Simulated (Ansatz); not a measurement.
# FGeH₃···HBr: what the fields show

```yaml
atoms:
  - { symbol: Ge, position_ang: [-0.6633, -0.2309, -0.8754] }
  - { symbol: Br, position_ang: [1.5144, 1.1565, 2.5733] }
  - { symbol: H, position_ang: [-0.8805, -1.2595, -1.9881] }
  - { symbol: H, position_ang: [-1.8018, -0.1969, 0.1467] }
  - { symbol: H, position_ang: [-0.2783, 1.1547, -1.3990] }
  - { symbol: H, position_ang: [1.3655, 0.1831, 1.5340] }
  - { symbol: F, position_ang: [0.7441, -0.8070, 0.0085] }
```

The product side of a reaction path; geometry: PBE0-D4/def2-TZVP; a saddle point, not a minimum.

Level of theory: RKS PBE0-D4/def2-TZVPP (Ansatz 0.2.0).

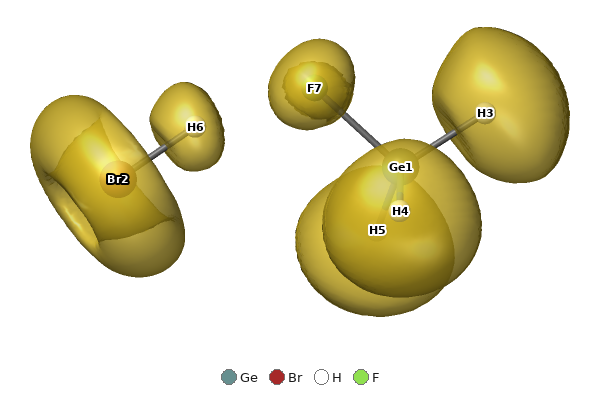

Figure 1. Isosurface of the ELF at 0.8 (yellow), seen at a tilt. Only the valence region is drawn (cores and ρ < 0.01 e/Å³ removed).

Identify the bonds, lone pairs and shells in this picture.

At this value the surface marks out four regions around hydrogen nuclei, one ring or bowl of non-bonding electrons around Br and one region wrapped around F (its valence shell). Along the contacts the grid gives the following. F7···H6 (1.92 Å): the ELF dips to about 0.05 between them. Ge–F (1.76 Å): the ELF peaks at about 0.80 in the valence shell of F, 0.5 Å from its nucleus, and is about 0.25 at the midpoint.

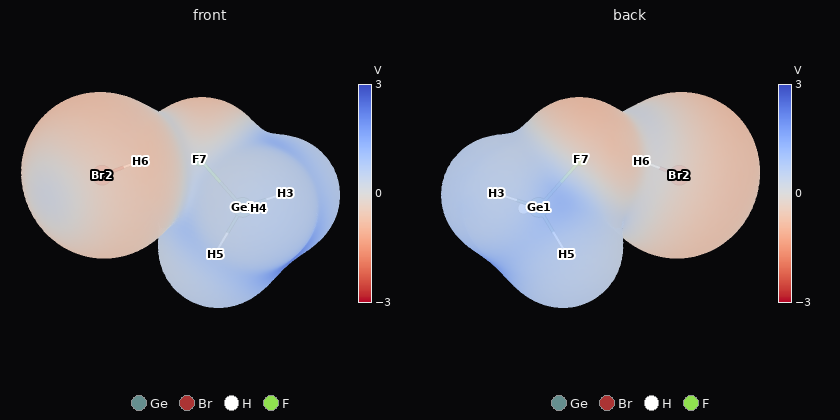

Figure 2. The electrostatic potential painted on the density surface at 0.001 e/bohr³, seen from the front and from behind; the colour scale runs from red (negative) to blue (positive).

Which sites attract a positive test charge, and which a negative one?

A positive charge is drawn to the negative regions and a negative charge to the positive ones. The most negative region (about −0.7 V, or −16 kcal/mol for a unit charge) lies over Br2 and F7, the most positive (about +1.9 V, or +44 kcal/mol for a unit charge) over Ge1. Br2 shows a σ-hole: about +0.2 V at the tip opposite its bond, against about −0.6 V, or −14 kcal/mol for a unit charge on its flanks.

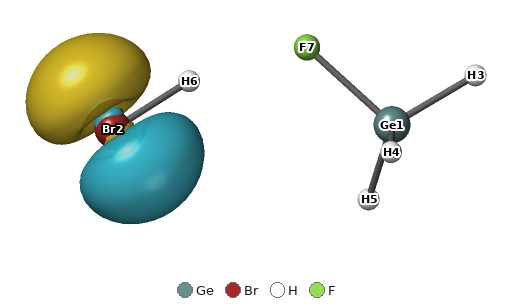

Figure 3. The HOMO−1 at ±0.2 Å⁻³ᐟ² (yellow and cyan are the two phases), seen at a tilt.

Describe this orbital and give its energy.

Its weight (Hirshfeld) is mainly on Br2 (about 95 %); largely a lone pair of Br2. Its energy is −8.31 eV.

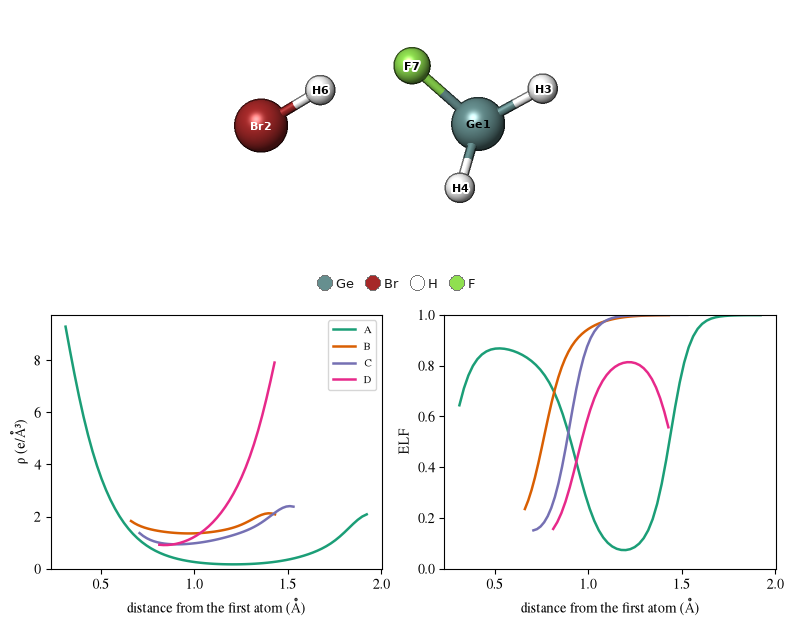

Figure 4. Electron density and ELF along straight lines between neighbouring atoms. The curves leave out the atomic cores. The structure is drawn too.

Which curve belongs to which contact (Br–H, F–H, Ge–F and Ge–H)? The first atom named is at distance zero.

Curve A: F7···H6 (1.92 Å): the density falls to about 0.16 e/Å³ on the way; the ELF dips to about 0.05 between them. Curve B: Br–H (1.43 Å): ρ is about 1.6 e/Å³ halfway; the ELF climbs to about 1 towards the hydrogen, as it does in any bond to H. Curve C: Ge–H (1.53 Å): ρ is about 1.1 e/Å³ halfway; the ELF climbs to about 1 towards the hydrogen. Curve D: Ge–F (1.76 Å): ρ is about 0.92 e/Å³ halfway; the ELF peaks at about 0.80 in the valence shell of F, 0.5 Å from its nucleus, and is about 0.25 at the midpoint.
